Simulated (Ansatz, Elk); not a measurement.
**How far do independent atoms describe MgCo2Sb2?**

Structure refinements treat a crystal as free atoms side by side. For a made-up structure of MgCo2Sb2 (cell and positions from a PBE relaxation) the runs below show what the calculated density changes in F(hkl).

Calculated with Elk 11.2.3 (patched build); DFT, PBE, all-electron APW+lo, Dirac cores, scalar-relativistic bands, static density, ferromagnetic start.

The structure was built from a prototype and need not be the compound's stable phase.

## (1) Starting point

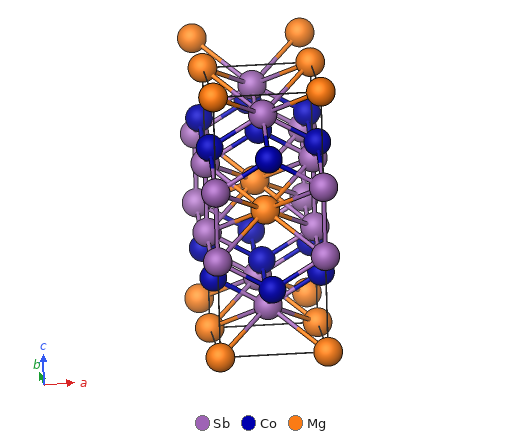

The starting structure, seen slightly off an axis (antimony purple, cobalt blue, magnesium orange). 1×2×1 cells are drawn. This picture shows the conventional cell, with its axes. Some periodic images of atoms are drawn too.

## (2) Ground state and structure factors

An all-electron density is needed, since X-rays see the cores too. Task 0 finds the density and task 195 Fourier-transforms it; tshift is off so that phases refer to the origin typed.

elk.in reads:

```
tasks
  0
  195
  196

xctype
  20

spinpol
  .true.

rgkmax
  7.0

gmaxvr
  14.0

lmaxo
  7

lmaxapw
  8

swidth
  0.002

tshift
  .false.

ramdisk
  .false.

hmaxvr
  5.5

maxscl
  120

epspot
  1e-06

reducebf
  0.8

sppath
  './'

avec
  -4.04000754685 4.04000754685 10.10247009249
  4.04000754685 -4.04000754685 10.10247009249
  4.04000754685 4.04000754685 -10.10247009249

atoms
  3
  'Sb.in'
  2
  0.3674836568 0.3674836568 0.0000000000   0.000000 0.000000 0.000000
  0.6325163432 0.6325163432 0.0000000000   0.000000 0.000000 0.000000
  'Co.in'
  2
  0.2500000000 0.7500000000 0.5000000000   0.000000 0.000000 -0.035000
  0.7500000000 0.2500000000 0.5000000000   0.000000 0.000000 -0.035000
  'Mg.in'
  1
  0.0000000000 0.0000000000 0.0000000000   0.000000 0.000000 0.000000

ngridk
  6 6 6
```

Started as:

```sh
OMP_NUM_THREADS=4 elk
```

Numbers of over 12 decimals in the logs are rounded to 6 here.

The log of the run:

```text
┌─────────────────────────┐
│ Elk code version 11.2.3 │
└─────────────────────────┘

All units are atomic (Hartree, Bohr, etc.)

┌─────────────────────────────────────────────────┐
│ Ground-state run starting from atomic densities │
└─────────────────────────────────────────────────┘

Lattice vectors :
  -4.040007547       4.040007547       10.10247009
   4.040007547      -4.040007547       10.10247009
   4.040007547       4.040007547      -10.10247009

Reciprocal lattice vectors :
  0.1083072111E-16  0.7776204913      0.3109727250
  0.7776204913      0.1083072111E-16  0.3109727250
  0.7776204913      0.7776204913     -0.1075592100E-16

Unit cell volume      :    659.5563676
Brillouin zone volume :   0.3760864509

Muffin-tin inner radius fraction :   0.1000000000E-01

Nuclei treated as point charges

Species : 1 (Sb)
 parameters loaded from : Sb.in
 name : antimony
 nuclear charge    :   -51.00000000
 electronic charge :    51.00000000
 atomic mass :    221954.9021
 muffin-tin radius :    2.410595449
 number of radial points in muffin-tin :   1193
 inner part over the whole radius :   0.9969168819E-02
 number on inner part of muffin-tin    :    849
 approximate nuclear radius :   0.8886795689E-04
 number of mesh points to nuclear radius :    431
 atomic positions (lattice), magnetic fields (Cartesian) :
  1 :   0.36748366  0.36748366  0.00000000    0.00000000  0.00000000  0.00000000
  2 :  -0.36748366 -0.36748366  0.00000000    0.00000000  0.00000000  0.00000000

Species : 2 (Co)
 parameters loaded from : Co.in
 name : cobalt
 nuclear charge    :   -27.00000000
 electronic charge :    27.00000000
 atomic mass :    107428.6517
 muffin-tin radius :    2.225165030
 number of radial points in muffin-tin :    993
 inner part over the whole radius :   0.9906842842E-02
 number on inner part of muffin-tin    :    699
 approximate nuclear radius :   0.7243775530E-04
 number of mesh points to nuclear radius :    335
 atomic positions (lattice), magnetic fields (Cartesian) :
  1 :   0.25000000 -0.25000000  0.50000000    0.00000000  0.00000000 -0.03500000
  2 :  -0.25000000  0.25000000  0.50000000    0.00000000  0.00000000 -0.03500000

Species : 3 (Mg)
 parameters loaded from : Mg.in
 name : magnesium
 nuclear charge    :   -12.00000000
 electronic charge :    12.00000000
 atomic mass :    44305.30466
 muffin-tin radius :    2.200000000
 number of radial points in muffin-tin :    793
 inner part over the whole radius :   0.9941530515E-02
 number on inner part of muffin-tin    :    552
 approximate nuclear radius :   0.5710277704E-04
 number of mesh points to nuclear radius :    241
 atomic positions (lattice), magnetic fields (Cartesian) :
  1 :   0.00000000  0.00000000  0.00000000    0.00000000  0.00000000  0.00000000

Total number of atoms per unit cell :    5
Total muffin-tin volume :    254.2552984
 ratio of muffin-tin to unit cell volume :   0.3854944185

Spin treatment :
 spin-polarised
 global magnetic field (Cartesian) :    0.000000000       0.000000000       0.000000000
 collinear magnetisation in z-direction

Number of Bravais lattice symmetries :   16
Number of crystal symmetries         :   16
Crystal has inversion symmetry
Real symmetric eigensolver will be used

k-point grid :      6     6     6
k-point offset :    0.000000000       0.000000000       0.000000000
k-point set is reduced with full crystal symmetry group
Total number of k-points :       30

Muffin-tin radius times maximum |G+k| :    7.000000000
 using average radius
Maximum |G+k| for APW functions       :    3.051033959
Maximum (1/2)|G+k|²                   :    4.654404108
Maximum |G| for potential and density :    14.00000000
Constant for pseudocharge density :    8
 order of it for each species :   15  15  15
 order of it for pair densities of each species (exact exchange by exxq0 0: 16) :   11   9   9
Radial integration step length :    1

G-vector grid sizes :     54    54    54
Number of G-vectors :    30529

Maximum angular momentum used for
[...]
Absolute change in total energy (target)   :    1.767901281     (  0.1000000000E-03)

[... loops 3 to 19 left out ...]

┌──────────────────┐
│ Loop number : 20 │
└──────────────────┘

Energies :
 Fermi                       :     0.264582
 sum of occupied eigenvalues :     -9562.8735132779
 electron kinetic            :      16711.888888076
 core electron kinetic       :      16081.511832821
 Coulomb                     :     -32188.919653882
 Coulomb potential           :     -25652.568860994
 nuclear-nuclear             :     -1648.2817715640
 electron-nuclear            :     -35468.410097854
 Hartree                     :      4927.7722155360
 Madelung                    :     -19362.635223385
 xc potential                :     -622.17020741331
 xc effective B-field        :    -0.23330573841028E-01
 external B-field            :      0.000000
 exchange                    :     -468.94119260652
 correlation                 :     -8.547654
 electron entropic           :    -0.81133568844318E-03
 total energy                :     -15954.520423317
 (external B-field energy excluded from total)

Density of states at Fermi energy :    56.09876164
 (states/Hartree/unit cell)

Estimated indirect band gap :   0.2732225363E-02
 from k-point 10 to k-point 28
Estimated direct band gap   :   0.3727390544E-02
 at k-point 10

Charges :
 core                        :    98.00000000
 valence                     :    70.00000000
 interstitial                :    8.675404191
 muffin-tins (core leakage)
  species : 1 (Sb)
[...]
species : 2 (Co)
[...]
species : 3 (Mg)
[...]
total in muffin-tins        :    159.3245958
 total calculated charge     :    167.9930529
 total charge                :    168.0000000
 error                       :   0.6947052367E-02

Moments :
 interstitial                :  -0.5615783817E-01
 muffin-tins
  species : 1 (Sb)
[...]
species : 2 (Co)
[...]
species : 3 (Mg)
[...]
total in muffin-tins        :    1.245573052
 total moment                :    1.189415214

RMS change in Kohn-Sham potential (target) :   0.6871139806E-06 (  0.1000000000E-05)
Absolute change in total energy (target)   :   0.8810828876E-04 (  0.1000000000E-03)

Convergence targets achieved

┌──────────────────┐
│ Loop number : 21 │
└──────────────────┘

Energies :
 Fermi                       :     0.264582
 sum of occupied eigenvalues :     -9562.8734916583
 electron kinetic            :      16711.888917029
 core electron kinetic       :      16081.511856871
 Coulomb                     :     -32188.919651284
 Coulomb potential           :     -25652.568864460
 nuclear-nuclear             :     -1648.2817715640
 electron-nuclear            :     -35468.410088462
 Hartree                     :      4927.7722087422
 Madelung                    :     -19362.635219054
 xc potential                :     -622.17020990882
 xc effective B-field        :    -0.23332269517147E-01
 external B-field            :      0.000000
 exchange                    :     -468.94119328547
 correlation                 :     -8.547653
 electron entropic           :    -0.81132756634890E-03
 total energy                :     -15954.520392317
 (external B-field energy excluded from total)

Density of states at Fermi energy :    56.09790433
 (states/Hartree/unit cell)

Estimated indirect band gap :   0.2731637618E-02
 from k-point 10 to k-point 28
Estimated direct band gap   :   0.3726200594E-02
 at k-point 10

Charges :
 core                        :    98.00000000
 valence                     :    70.00000000
 interstitial                :    8.675403813
 muffin-tins (core leakage)
  species : 1 (Sb)
[...]
species : 2 (Co)
   atom 1                    :    25.86213110     (  0.1191839672E-02)
   atom 2                    :    25.86213110     (  0.1191839672E-02)
  species : 3 (Mg)
   atom 1                    :    10.33327004     ( -0.9828258962E-07)
 total in muffin-tins        :    159.3245962
 total calculated charge     :    167.9930529
 total charge                :    168.0000000
 error                       :   0.6947053831E-02

Moments :
 interstitial                :  -0.5617266739E-01
 muffin-tins
  species : 1 (Sb)
[...]
species : 2 (Co)
   atom 1                    :   0.6344969661
   atom 2                    :   0.6344969661
  species : 3 (Mg)
   atom 1                    :  -0.1830083450E-03
 total in muffin-tins        :    1.245624229
 total moment                :    1.189451561

┌──────────────────────────────┐
│ Self-consistent loop stopped │
└──────────────────────────────┘

Warning : core states of species 1 leak from the muffin-tin :   0.2145444014E-02

Warning : core states of species 2 leak from the muffin-tin :   0.1191839672E-02

Wrote STATE.OUT
```

It took 4.9 min on 4 threads of Arm Neoverse V2, shared host; peak memory 0.54 GiB.

SFACRHO.OUT:

```text

h k l indices transformed by vhmat matrix:
   1.000000000       0.000000000       0.000000000    
   0.000000000       1.000000000       0.000000000    
   0.000000000       0.000000000       1.000000000    

      h      k      l  multipl.   |H|            Re(F)            Im(F)           |F|

      0      0      0      1   0.0000000       168.00000      0.74501611E-16   168.00000    
     -1     -1      1      2  0.62194545      -49.046851      0.26329135E-13   49.046851    
     -1      0      1      8  0.83749487      -51.611542      0.13683827E-13   51.611542    
     -1      1      0      4   1.0997214       50.244923     -0.57435228E-16   50.244923    
      2      1     -2      8   1.2145081       76.058051      0.32073044E-13   76.058051    
      2      2     -2      2   1.2438909      -30.018882     -0.22979403E-13   30.018882    
      0     -2      1      8   1.2634094       44.048419     -0.21235087E-13   44.048419    
     -1      1      1      4   1.5552410       125.83854     -0.21541275E-13   125.83854    
      3      1     -2      8   1.6603168      -105.28520     -0.10268272E-12   105.28520    
     -2      0      2      8   1.6749897      -37.500433      0.52121721E-13   37.500433    
     -3     -2      3      8   1.7384748       46.885949     -0.32058550E-13   46.885949    
      2     -1     -1     16   1.7664009      -42.211725     -0.13733064E-13   42.211725    
     -3     -3      3      2   1.8658363      -8.2761674     -0.50919443E-15   8.2761674    
      2      1     -3     16   1.9732725       64.331658      0.27510965E-13   64.331658    
     -3     -1      3      8   1.9914917      -26.912812      0.17235904E-13   26.912812    
      2      4     -3      8   2.1658099       59.879644      0.80324535E-13   59.879644    
     -2      2      0      4   2.1994429       108.23864     -0.26502357E-15   108.23864    
      1      1      1      8   2.2856870      -31.863326      0.18271716E-13   31.863326
```

Elk indexes on the primitive cell of elk.in and gives |H| = 4π sin θ/λ in inverse bohr. Below, one row stands for each form hkl of the conventional cell (m members, Friedel mates merged), F is for one primitive cell and the density is static (no thermal factor). Free-atom factors are Waasmaier and Kirfel's, and R is Σm||F|−|F'||/Σm|F|.

| hkl | m | sin θ/λ (Å⁻¹) | abs F, DFT | neutral atoms | diff. |
| --- | --- | --- | --- | --- | --- |
| 002 | 2 | 0.093 | 49.047 | 48.334 | +0.713 |
| 101 | 8 | 0.126 | 51.611 | 51.438 | +0.173 |
| 110 | 4 | 0.165 | 50.245 | 50.748 | -0.503 |
| 103 | 8 | 0.183 | 76.058 | 76.185 | -0.127 |
| 004 | 2 | 0.187 | 30.019 | 29.963 | +0.056 |
| 112 | 8 | 0.190 | 44.048 | 43.936 | +0.112 |
| 200 | 4 | 0.234 | 125.838 | 126.110 | -0.272 |
| 114 | 8 | 0.250 | 105.285 | 105.556 | -0.271 |
| 202 | 8 | 0.252 | 37.500 | 37.729 | -0.229 |
| 105 | 8 | 0.261 | 46.886 | 47.060 | -0.175 |
| 211 | 16 | 0.266 | 42.212 | 42.257 | -0.046 |
| 006 | 2 | 0.281 | 8.276 | 8.616 | -0.340 |
| 213 | 16 | 0.297 | 64.332 | 64.483 | -0.151 |
| 204 | 8 | 0.299 | 26.913 | 26.813 | +0.100 |
| 116 | 8 | 0.326 | 59.880 | 60.015 | -0.135 |
| 220 | 4 | 0.331 | 108.239 | 108.400 | -0.161 |
| 222 | 8 | 0.344 | 31.863 | 32.049 | -0.186 |
| 107 | 8 | 0.348 | 52.690 | 52.684 | +0.005 |

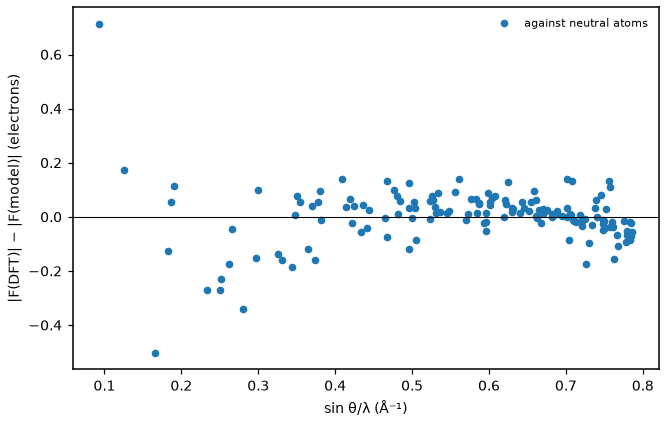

Difference between the calculated structure factors and the independent-atom ones.

## (3) The magnetisation density

The same run holds the spin density, and task 196 transforms it. The order is that of the start, and no other was tried.

SFACMAG_1.OUT:

```text

h k l indices transformed by vhmat matrix:
   1.000000000       0.000000000       0.000000000    
   0.000000000       1.000000000       0.000000000    
   0.000000000       0.000000000       1.000000000    

      h      k      l  multipl.   |H|            Re(F)            Im(F)           |F|

      0      0      0      1   0.0000000       1.1894516      0.47082207E-18   1.1894516    
     -1     -1      1      2  0.62194545      -1.1511617      0.65592964E-15   1.1511617    
     -1      0      1      8  0.83749487     -0.59248064E-02  0.14377904E-15  0.59248064E-02
     -1      1      0      4   1.0997214      -1.0339241     -0.10605435E-18   1.0339241    
      2      1     -2      8   1.2145081     -0.29652589E-02  0.70899083E-16  0.29652589E-02
      2      2     -2      2   1.2438909       1.0692011      0.11506508E-14   1.0692011    
      0     -2      1      8   1.2634094      0.98064645     -0.48388748E-15  0.98064645    
     -1      1      1      4   1.5552410      0.79891048     -0.42583666E-15  0.79891048    
      3      1     -2      8   1.6603168     -0.83571299     -0.75593547E-15  0.83571299    
     -2      0      2      8   1.6749897     -0.77157636      0.10240162E-14  0.77157636    
     -3     -2      3      8   1.7384748      0.54675501E-02  0.71914203E-16  0.54675501E-02
      2     -1     -1     16   1.7664009      0.22269217E-02 -0.44007486E-18  0.22269217E-02
     -3     -3      3      2   1.8658363     -0.80936566      0.32801456E-15  0.80936566    
      2      1     -3     16   1.9732725      0.52179180E-02 -0.26730429E-18  0.52179180E-02
     -3     -1      3      8   1.9914917      0.64479664     -0.82467933E-15  0.64479664    
      2      4     -3      8   2.1658099      0.65212781      0.11117447E-14  0.65212781
```

The total moment is 1.19 μB a cell; sphere moments: Sb1 -0.01, Sb2 -0.01, Co3 +0.63, Co4 +0.63, Mg5 0.00 μB. Polarised neutrons measure spin and orbital magnetisation together; without spin-orbit coupling the run gives the spin part:

| hkl | sin θ/λ (Å⁻¹) | abs F_M (μB) |
| --- | --- | --- |
| 002 | 0.093 | 1.151 |
| 101 | 0.126 | 0.006 |
| 110 | 0.165 | 1.034 |
| 103 | 0.183 | 0.003 |
| 004 | 0.187 | 1.069 |
| 112 | 0.190 | 0.981 |
| 200 | 0.234 | 0.799 |
| 114 | 0.250 | 0.836 |
| 202 | 0.252 | 0.772 |
| 105 | 0.261 | 0.005 |
| 211 | 0.266 | 0.002 |
| 006 | 0.281 | 0.809 |
| 213 | 0.297 | 0.005 |
| 204 | 0.299 | 0.645 |

(Continued in part 2 of 2.)

[Logs are printed without paths, hosts, clocks, repeated set-up lines and the standing remarks that a program may print on its own settings, such as how far it seeks lower states.]

[Hosts, paths, dates, database ids (printed as entryN), source tags and the programs' standing remarks are cut or masked in the printed files.]
